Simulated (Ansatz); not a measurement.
```xyz
12

C     0.0433   -1.6447    1.0588
C     0.2449   -0.5537    0.0256
O     1.6048    0.0170    0.2784
C     1.9793    1.0144   -0.5596
N     1.2926    1.4952   -1.5183
F     3.2695    1.4277   -0.1811
H     0.8085   -2.4307    0.9561
H    -0.9497   -2.1057    0.9219
H     0.0985   -1.2352    2.0802
H     0.2245   -0.9245   -1.0126
H    -0.4847    0.2688    0.1096
H     1.7379    2.2524   -2.0519
```

Computed with RKS PBE-D4/6-31G (Ansatz 0.2.0).

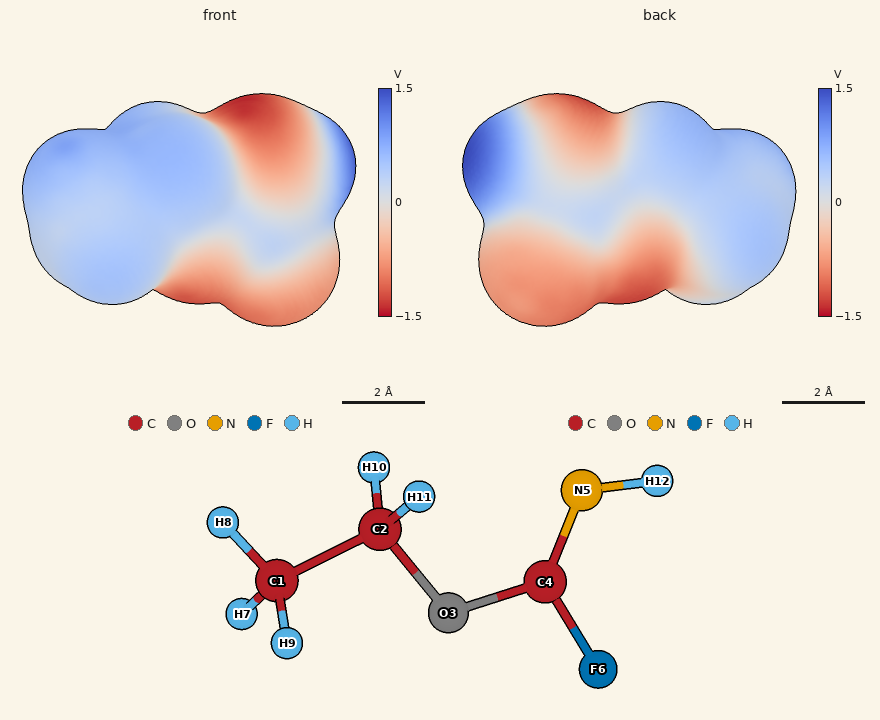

C$_{3}$H$_{6}$FNO (SMILES CCOC(=N)F). The electrostatic potential painted on the density surface at 0.001 e/bohr³, seen from the front and from behind; the colour scale runs from red (negative) to blue (positive). The bare structure is drawn below in the same view.

Where is the surface potential most negative and most positive?

The most negative region (about −1.4 V) lies over N5, the most positive (about +1.4 V) over H12. N5 is the likeliest acceptor of a hydrogen bond.
